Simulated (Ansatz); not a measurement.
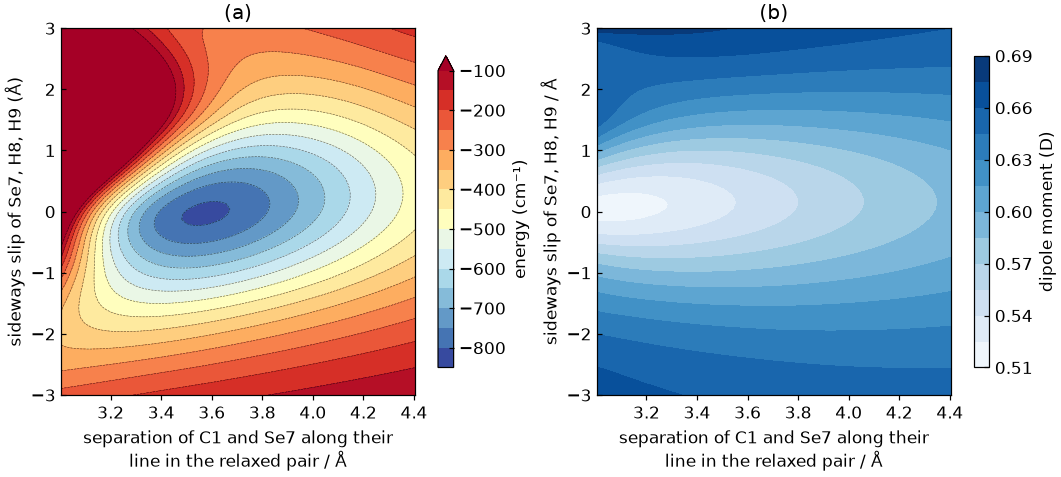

The pair C₂H₄···H₂Se. First axis: separation of C1 and Se7 along their line in the relaxed pair. Second axis: sideways slip of Se7, H8, H9. Nothing is relaxed (both partners rigid). The scan uses a 9 × 9 grid. Points are written as (first, second). Energies: cm⁻¹, counted from the two partners far apart, frozen as in the relaxed pair, each in its own basis (no counterpoise correction). Level of theory: RKS B3LYP-D4/def2-SVPD in Ansatz.

Panel (a) is the energy; panel (b) is the computed dipole moment, in D.

The picture shows filled contours, one colour for all values above the top of the scale. Between grid points the surface is interpolated.

> How does the dipole moment vary over the map, and what is it at the lowest grid point?

Leaving out the highest fifth of the energies, it runs from 0.52 D at (3.080 Å, 0.00 Å) to 0.68 D at (3.358 Å, 3.00 Å). At the lowest grid point, (3.534 Å, 0.00 Å), it is 0.54 D.
